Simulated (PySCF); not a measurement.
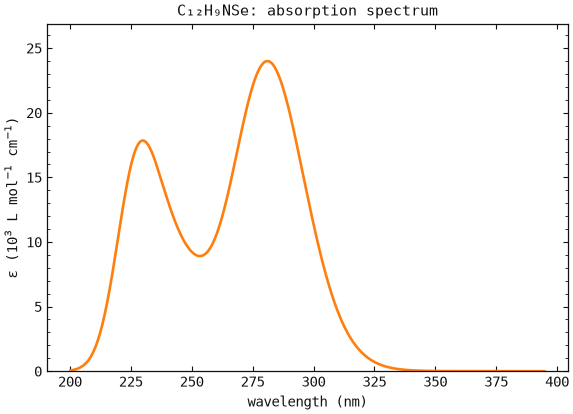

Computed absorption of C₁₂H₉NSe, SMILES c1ccc2[se]c(-n3cccc3)cc2c1. Vertical TDDFT excitations, PBE0/def2-SVPD with PySCF 2.14.0, at a PBE0-D3(BJ)/def2-SVP geometry (no frequency check), gas phase. Only the first 10 singlet excitations are included; each is broadened by a Gaussian of 1/e half-width 0.30 eV.

> Where is the maximum of the broadened curve, and how high is it?

At about 4.4 eV (281 nm), with ε near 24000 L mol⁻¹ cm⁻¹.

> Where is the lowest singlet, and is it bright?

S1 lies at 4.34 eV (286 nm) with f = 0.252, mainly HOMO → LUMO (73 %); it is bright.

Caveats: spin-orbit coupling is left out, and with Se it can shift these levels and split any degenerate set; one conformer of a flexible molecule; core orbitals are frozen in the response.
